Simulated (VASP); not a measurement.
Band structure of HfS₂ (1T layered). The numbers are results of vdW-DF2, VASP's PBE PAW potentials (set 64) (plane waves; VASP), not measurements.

Unless said otherwise, spin-orbit coupling is left out, though it shifts the bands of the heavy elements here.

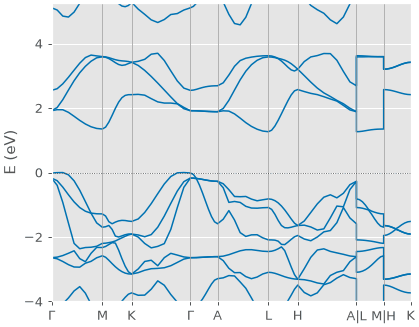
Fig. 1. Bands along high-symmetry lines, zero at the valence-band maximum or, without a gap, the Fermi level

Read the plot: is there a gap, and where are the band edges?

The gap is indirect, 1.27 eV, from the valence maximum at Γ-M at 0.22 to the conduction minimum at L. (Edges off the drawn lines would not show.)

Measured: gap 1.80 eV (computed value off by -0.53 eV), as given by Miłosz Rybak et al., Nanomaterials (2022), arXiv:2210.12074.

The compound is HfS2 in the 1T layered structure. It was relaxed first, which changed the volume by +10 %.
